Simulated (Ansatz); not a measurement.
Bond stretch in SMILES [BeH2]. The Be1–H3 bond (Be1 also carries H; H3 carries nothing else) is pulled apart rigidly from the PBE0/def2-TZVP optimised geometry.

- RKS-PBE = Ansatz (an electronic-structure program) with restricted PBE/cc-pVTZ
- RKS-BLYP = Ansatz with restricted BLYP/cc-pVTZ
- UKS-PBE = Ansatz with unrestricted PBE/cc-pVTZ
- UKS-BLYP = Ansatz with unrestricted BLYP/cc-pVTZ
- UCCSD(T) = CCSD(T) on UHF/cc-pVTZ, frozen core (Ansatz)
- FCI = full CI/cc-pVTZ, frozen core in Ansatz

Cost and accuracy over the 22 points of the scan, with FCI as yardstick. Costs are rough ratios of core time within Ansatz on shared cores, each with its mean field (Kohn-Sham runs search longer for lower solutions than correlated ones do); the miss is the largest error against full CI of the curve after the mean shift, in kcal/mol.

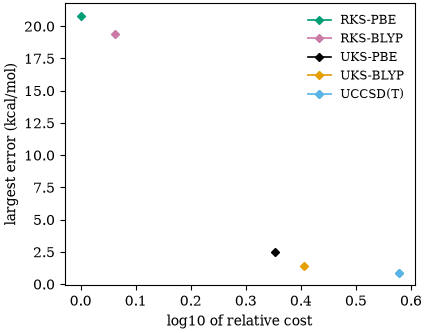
*Miss against cost, one point a level.*

```tsv
level	relative cost	largest error
RKS-PBE	1	20.8
RKS-BLYP	1	19.4
UKS-PBE	2	2.5
UKS-BLYP	3	1.4
UCCSD(T)	4	0.9
```

Costs within a factor of two of each other count as equal.

The restricted form behind RKS-PBE, RKS-BLYP keeps the bonding electrons paired and can't separate into open-shell fragments. The unrestricted determinant behind UKS-PBE is spin-contaminated at 2.96 to 4.64 Å (<S²> up to 1.0, against 0.00 for a pure singlet). The unrestricted determinant behind UKS-BLYP is spin-contaminated at 2.64 to 4.64 Å (<S²> up to 1.0, against 0.00 for a pure singlet). The unrestricted determinant behind UCCSD(T) is spin-contaminated at 2.22 to 4.64 Å (<S²> up to 1.0, against 0.00 for a pure singlet).
